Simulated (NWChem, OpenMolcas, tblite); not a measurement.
**BN2H5 (SMILES NBN): methods side by side**

BN2H5: 8 atoms, total charge 0, spin state singlet. As SMILES, `NBN`. The shape is that of a PBE0-D4/def2-TZVP optimisation.

```xyz
8

N    -0.9710    0.5165   -0.5811
B     0.1942    0.3866    0.2005
N     0.8482   -0.8452    0.4014
H    -1.4268   -0.2445   -1.0534
H    -1.4239    1.4009   -0.7137
H     0.6497    1.3686    0.7180
H     1.6767   -0.9198    0.9609
H     0.5450   -1.7203    0.0116
```

Quantity: the dipole moment, in D. The values are calculated.

```tsv
level	kind	program	value (D)	CPU time
GFN1-xTB	semi-empirical	tblite	1.76	under 2 s
HF/6-311+G**	Hartree–Fock	NWChem	1.22	16 s
SVWN5/6-311+G**	LDA	OpenMolcas	1.43	30 s
PBE/6-311+G**	GGA	NWChem	1.40	17 s
TPSS/6-311+G**	meta-GGA	OpenMolcas	1.38	61 s
PBE0/6-311+G**	global hybrid	OpenMolcas	1.35	44 s
wB97X/6-311+G**	range-separated hybrid	NWChem	1.33	1.8 min
```

The values span 1.22 to 1.76 D. CPU times are rough (shared hosts, several kinds of processor): they show what a rung costs within a factor of a few.

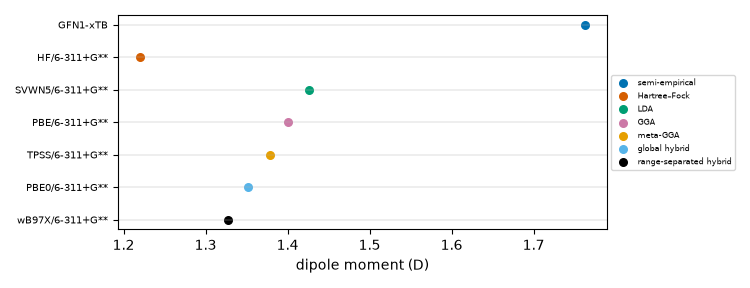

The values of the table, level by level.
